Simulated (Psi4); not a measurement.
# wB97M-V/def2-TZVP run of [HSO2]− (SMILES O=[SH][O-])

What is the vertical ionisation energy of [HSO2]− at wB97M-V/def2-TZVP? 

The calculation is run with Psi4 1.11.

1 further run of the same task is left out (set aside as unsound or not needed).

## Step 1: The system as given

The species is [HSO2]− (4 atoms), meant as a singlet with charge -1. SMILES: `O=[SH][O-]`. The shape is that of a GFN2-xTB optimisation.

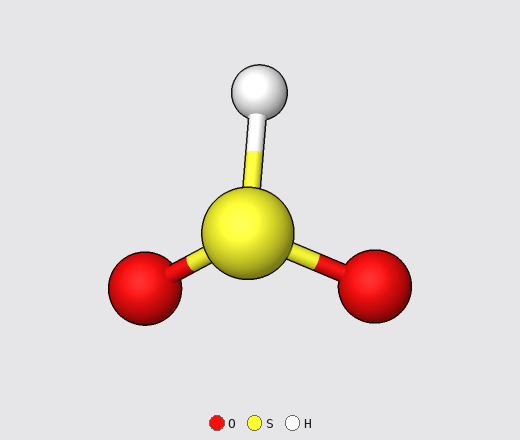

The structure, seen from a chosen angle (oxygen red, sulfur yellow, hydrogen white).

## Step 2: A single-point energy at wB97M-V/def2-TZVP

Input file ho2s.dat:

```
memory 1600 mb

molecule {
  -1 1
  O     -1.198220     0.078790     0.730410
  S     -0.199070    -0.294820    -0.302710
  O      1.007500    -0.941190     0.274450
  H      0.389790     1.157220    -0.702150
  symmetry c1
  no_reorient
  no_com
}

set {
  basis                def2-TZVP
  reference            rks
  puream               true
  e_convergence        1e-09
  d_convergence        1e-08
  scf_type             pk
  dft_radial_points    99
  dft_spherical_points 590
}

result, w = energy("wb97m-v", return_wfn=True)
```

Command:

```bash
$ psi4 -i ho2s.dat -o ho2s.out -n 1
```

ho2s.out:

```text
[...]
  Running in c1 symmetry.
[...]
  Nuclear repulsion =  113.677888578543232
[...]
  Multiplicity = 1
[...]
  Nalpha       = 17
  Nbeta        = 17
[...]
    Number of basis functions: 105
[...]
   @RKS iter   1:  -548.93896045727865   -5.22118e-02   8.73676e-03 DIIS/ADIIS
[...]
   @RKS iter  13:  -549.26294965100601   -1.88720e-11   9.71144e-09 DIIS
[...]
    Orbital Energies [Eh]
    ---------------------
    Doubly Occupied:
       1A    -89.084676     2A    -19.074511     3A    -19.074435
       4A     -7.990991     5A     -5.901374     6A     -5.899904
       7A     -5.894743     8A     -0.960557     9A     -0.864446
      10A     -0.503213    11A     -0.347245    12A     -0.312920
      13A     -0.312103    14A     -0.189721    15A     -0.182598
      16A     -0.167925    17A     -0.088462
[...]
  @RKS Final Energy:  -549.26294965100601
   => Energetics <=
    Nuclear Repulsion Energy =            113.6778885785432323
    One-Electron Energy =                -991.7304777955663440
    Two-Electron Energy =                 361.3449908882668069
    DFT Exchange-Correlation Energy =     -32.6939866031042428
    Empirical Dispersion Energy =           0.0000000000000000
    VV10 Nonlocal Energy =                  0.1386352808545304
    Total Energy =                       -549.2629496510060108
[...]
 Multipole Moments:
 ------------------------------------------------------------------------------------
     Multipole            Electronic (a.u.)      Nuclear  (a.u.)        Total (a.u.)
 ------------------------------------------------------------------------------------
 L = 1.  Multiply by 2.5417464519 to convert [e a0] to [Debye]
 Dipole X            :          8.2211867           -8.1656767            0.0555100
 Dipole Y            :         20.2263524          -19.7648345            0.4615178
 Dipole Z            :         -5.4688781            4.7117864           -0.7570916
 Magnitude           :                                                    0.8884075
[...]
```

It took 38 s on 1 thread of Intel Xeon 6975P-C (Granite Rapids), shared host; peak memory 0.76 GiB.

## Step 3: Doublet neutral HSO2

Input file job.in:

```
memory 1600 mb

molecule {
  0 2
  O
  S 1 1.484999
  O 2 1.485503 1 112.68485
  H 2 1.617012 1 101.00851 3 -106.98479
  symmetry c1
}

set {
  basis def2-TZVP
  reference uks
  puream true
  e_convergence 1e-09
  d_convergence 1e-08
  scf_type pk
  dft_radial_points 99
  dft_spherical_points 590
  maxiter 200
}

e, wfn = energy('wb97m-v', return_wfn=True)
```

Command:

```bash
$ psi4 job.in job.out -n 1
```

job.out:

```text
[...]
  Running in c1 symmetry.
[...]
  Nuclear repulsion =  113.677888400107776
[...]
  Multiplicity = 2
[...]
  Nalpha       = 17
  Nbeta        = 16
[...]
    Number of basis functions: 105
[...]
   @UKS iter   1:  -548.89742452020857   -1.06759e-02   7.77959e-03 ADIIS/DIIS
[...]
   @UKS iter  16:  -549.16270691954594   -1.44382e-11   9.39868e-09 DIIS
[...]
   @S^2 Observed:                7.622148263E-01
[...]
    Orbital Energies [Eh]
    ---------------------
    Alpha Occupied:
       1A    -89.384853     2A    -19.376411     3A    -19.376385
       4A     -8.290361     5A     -6.199687     6A     -6.198019
       7A     -6.197949     8A     -1.249441     9A     -1.154227
      10A     -0.796476    11A     -0.636608    12A     -0.597169
      13A     -0.592136    14A     -0.479739    15A     -0.465585
      16A     -0.446721    17A     -0.393527
    Alpha Virtual:
      18A      0.017340    19A      0.097752    20A      0.112678
      21A      0.280043    22A      0.289595    23A      0.336973
      24A      0.346777    25A      0.409204    26A      0.446737
[...]
  @UKS Final Energy:  -549.16270691954594
   => Energetics <=
    Nuclear Repulsion Energy =            113.6778884001077756
    One-Electron Energy =                -982.2585579191937768
    Two-Electron Energy =                 351.7947051742127087
    DFT Exchange-Correlation Energy =     -32.5126229751519773
    Empirical Dispersion Energy =           0.0000000000000000
    VV10 Nonlocal Energy =                  0.1358804004793601
    Total Energy =                       -549.1627069195459399
[...]
 Multipole Moments:
 ------------------------------------------------------------------------------------
     Multipole            Electronic (a.u.)      Nuclear  (a.u.)        Total (a.u.)
 ------------------------------------------------------------------------------------
 L = 1.  Multiply by 2.5417464519 to convert [e a0] to [Debye]
 Dipole X            :          1.0626911           -1.4001786           -0.3374875
 Dipole Y            :          0.1506513            0.7495577            0.9002090
 Dipole Z            :          0.0997886            0.4990146            0.5988032
 Magnitude           :                                                    1.1326250
[...]
```

Run time: 57 s. Hardware: 1 thread of Intel Xeon 6975P-C (Granite Rapids), shared host; peak memory 0.77 GiB.

## Step 4: Summary of results

At wB97M-V/def2-TZVP:

```
                                                              quantity          value
                                         singlet [HSO2]−: total energy  -549.26295 Eh
                                          singlet [HSO2]−: HOMO energy       -2.41 eV
                                          singlet [HSO2]−: LUMO energy        7.53 eV
singlet [HSO2]−: HOMO–LUMO gap (to an unbound level, set by the basis)        9.94 eV
                                    doublet neutral HSO2: total energy  -549.16271 Eh
                                   doublet neutral HSO2: dipole moment         2.88 D
              doublet neutral HSO2: HOMO energy (highest over α and β)      -10.71 eV
               doublet neutral HSO2: LUMO energy (lowest over α and β)       -3.06 eV
                                            doublet neutral HSO2: ⟨S²⟩          0.762
                   vertical detachment energy (to the doublet neutral)       2.728 eV
```

In words: The vertical ionisation energy comes to 2.73 eV (263 kJ/mol). The negative HOMO energy of the first species, 2.41 eV, lies 0.32 eV below that difference.
